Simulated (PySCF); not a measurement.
## Electronic structure of H₁₁N₂Si₄ (SMILES N[SiH][SiH2]N([SiH3])[SiH3]) (doublet) in real space

```yaml
atoms:
  - { symbol: N, position_ang: [3.5662, -0.2483, -0.4003] }
  - { symbol: Si, position_ang: [2.0725, -0.4768, 0.4620] }
  - { symbol: Si, position_ang: [0.3658, -0.0437, -0.9788] }
  - { symbol: N, position_ang: [-1.0630, 0.0539, 0.0486] }
  - { symbol: Si, position_ang: [-2.1559, -1.2863, 0.1604] }
  - { symbol: Si, position_ang: [-1.5176, 1.5887, 0.7105] }
  - { symbol: H, position_ang: [4.4425, -0.2254, 0.0941] }
  - { symbol: H, position_ang: [3.6951, -0.6876, -1.2973] }
  - { symbol: H, position_ang: [2.3595, 0.3449, 1.6574] }
  - { symbol: H, position_ang: [0.2532, 1.1300, -1.8728] }
  - { symbol: H, position_ang: [0.1653, -1.1929, -1.8824] }
  - { symbol: H, position_ang: [-2.7866, -1.2484, 1.4778] }
  - { symbol: H, position_ang: [-1.3585, -2.5024, 0.0093] }
  - { symbol: H, position_ang: [-3.1763, -1.2130, -0.8906] }
  - { symbol: H, position_ang: [-2.4000, 2.3188, -0.2057] }
  - { symbol: H, position_ang: [-0.2777, 2.3419, 0.9122] }
  - { symbol: H, position_ang: [-2.1915, 1.3584, 1.9856] }
```

Geometry: GFN2-xTB.

Method: UKS B3LYP, pcH-1 on H N Si, non-relativistic, mean-field spin-orbit, GIAO (PySCF).

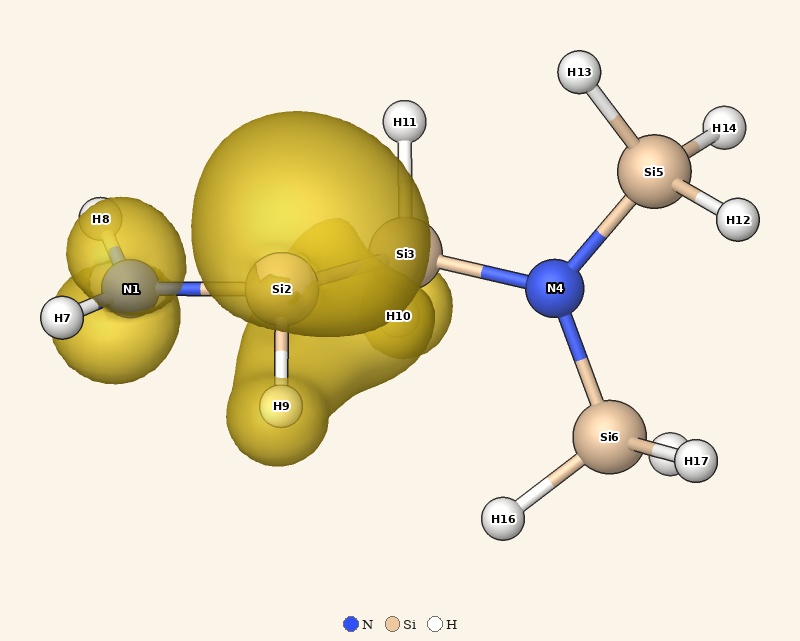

Figure 1. Isosurfaces of the spin density at +0.015 (yellow) and −0.015 e/Å³ (cyan), seen across its widest extent.

Which atoms carry the spin?

Answer. The unpaired spin (1 electron) lies mostly on Si2 (about 0.6), N1 (about 0.2) and Si3 (about 0.1), in electrons by Hirshfeld's partition. Only one sign reaches the isovalue.

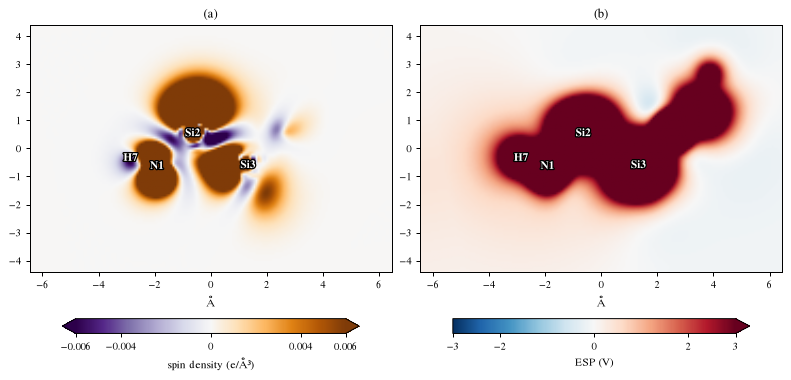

Figure 2. (a) spin density (α minus β); (b) electrostatic potential on the plane of atoms N1, Si2 and Si3.

Describe what can be read from this map.

Answer.
- Atoms in the plane: N, Si and H.
- Outside the dense part of the molecule the potential is most negative (−0.5 V) near N4, which lies off the plane.

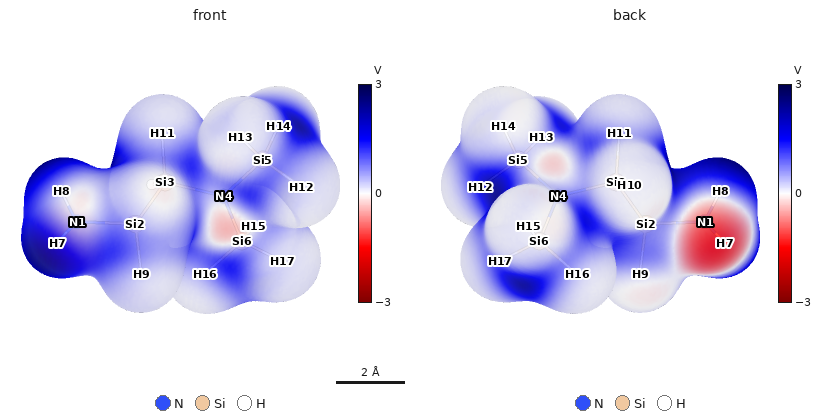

Figure 3. The molecular electrostatic potential painted on the density surface at 0.004 e/bohr³, seen from the front and from behind; red is negative and blue positive.

Which sites attract a positive test charge, and which a negative one?

Answer. A positive charge is drawn to the negative regions and a negative charge to the positive ones. The most negative region (about −1.2 V) lies over N1, the most positive (about +2.5 V) over Si3, H7 and H8. N1 is the likeliest acceptor of a hydrogen bond.
